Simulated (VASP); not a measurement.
Band structure of TiO₂ (rutile). These are PW91 GGA, VASP's PBE PAW potentials (set 64) (plane waves; VASP) values and carry that method's errors.

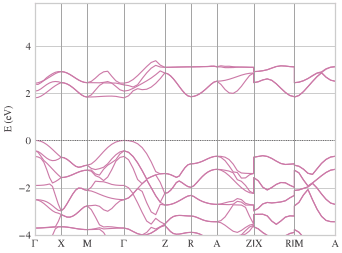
Fig. 1. Bands along high-symmetry lines, zero at the valence-band maximum or, without a gap, the Fermi level

Problem. Read the plot: is there a gap, and where are the band edges?

Solution. The gap is direct, 1.81 eV, from the valence maximum at Γ to the conduction minimum at Γ. (Edges off the drawn lines would not show.)

The compound is TiO2 in the rutile structure. It was relaxed first.
